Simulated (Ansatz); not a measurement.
# F₄H₃OSTa: what the fields show

The calculation's input:

```
crystal:
  periodic: [false, false, false]
  atoms:
    - { symbol: Ta, position_ang: [-0.1305, -0.217945, 0.02169] }
    - { symbol: F, position_ang: [1.767298, -0.279556, 0.265848] }
    - { symbol: O, position_ang: [-0.39797, -0.753397, 1.810438] }
    - { symbol: H, position_ang: [-0.495087, -1.001947, 2.731875] }
    - { symbol: F, position_ang: [0.237822, 0.387823, -1.73925] }
    - { symbol: F, position_ang: [-1.400821, 1.151875, 0.165377] }
    - { symbol: F, position_ang: [-0.864657, -1.783178, -0.674964] }
    - { symbol: S, position_ang: [1.719315, 2.712867, 1.306408] }
    - { symbol: H, position_ang: [1.474549, 2.278168, 2.56416] }
    - { symbol: H, position_ang: [2.462252, 1.58849, 1.008419] }
basis:
  gaussian: { orbitals: def2-SVP }
hamiltonian:
  xc: b3lyp
relax:
  f_tol: 0.03
  max_steps: 50
output:
  orbitals: {}
```

Command:

```sh
ansatz run input.yaml --threads 4 --pin off --max-ram 5120MiB --backend cpu --events-out ev --progress --plain --runs-dir out
```

The fields are those of the run's last geometry, not of the input's.

Core potentials replace the inner electrons of Ta.

These are results of RKS B3LYP/def2-SVP in Ansatz, not measurements.

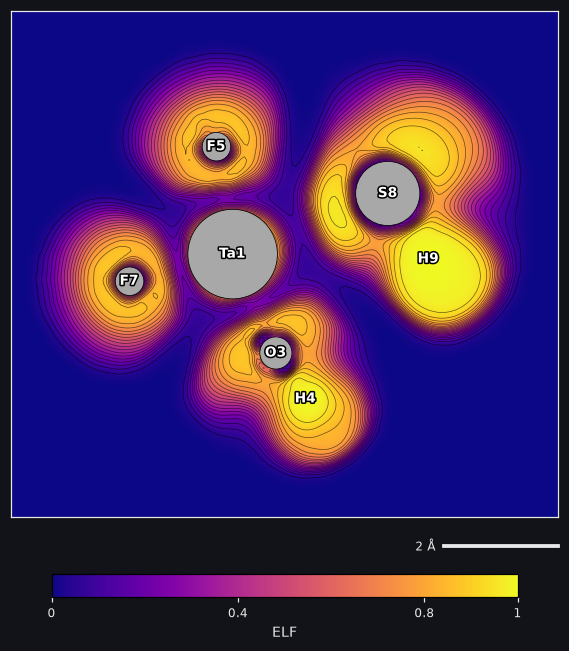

Figure 1. Electron localisation function on the plane of atoms O3, Ta1 and S8. Grey discs cover the atomic cores.

> What do the fields say about this system?

The section cuts through Ta, O, H, F and S sites.
Ta–F (1.87 Å): the ELF peaks at about 0.80 in the valence shell of F, 0.5 Å from its nucleus, and drops to about 0.20 between the two atoms.
Ta–O (1.89 Å): the ELF peaks at about 0.80 in the valence shell of O, 0.5 Å from its nucleus, and drops to about 0.25 between the two atoms.
Ta–S (2.92 Å): the ELF peaks at about 0.95 in the valence shell of S, 0.9 Å from its nucleus, and is about 0.40 at the midpoint.
O–H (0.96 Å): the ELF climbs to about 1 towards the hydrogen, as it does in any bond to H; a covalent bond by its length.
Ta–F (1.90 Å): the ELF peaks at about 0.85 in the valence shell of F, 0.5 Å from its nucleus, and drops to about 0.20 between the two atoms.

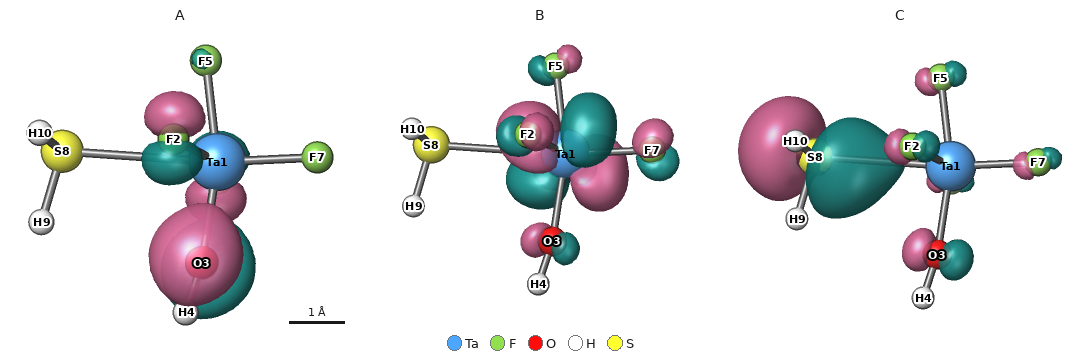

Figure 2. Three frontier orbitals at ±0.15 Å⁻³ᐟ² (teal and pink are the two phases), in no order.

> Which picture is the HOMO−1, the HOMO and the LUMO?

A is the HOMO−1 (−9.61 eV). Its weight (Hirshfeld) is mainly on O3 (about 65 %), F2 (about 15 %) and F6 (about 10 %). C is the HOMO (−8.83 eV). Its weight (Hirshfeld) is mainly on S8 (about 75 %); largely a lone pair of S8. B is the LUMO (−1.73 eV). Its weight (Hirshfeld) is mainly on Ta1 (about 65 %), F7 (about 10 %), F6 (about 5 %) and F2 (about 5 %).

> What is the HOMO–LUMO gap?

7.10 eV between the orbital energies.

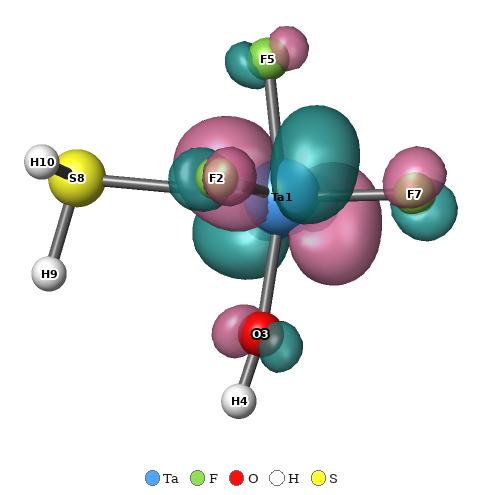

Figure 3. One frontier orbital at ±0.15 Å⁻³ᐟ² (teal and pink are the two phases), seen across its widest extent.

> Which orbital is it: HOMO or LUMO?

The LUMO, at −1.73 eV. It lies mainly on Ta1 (about 65 %), F7 (about 10 %), F6 (about 5 %) and F2 (about 5 %).
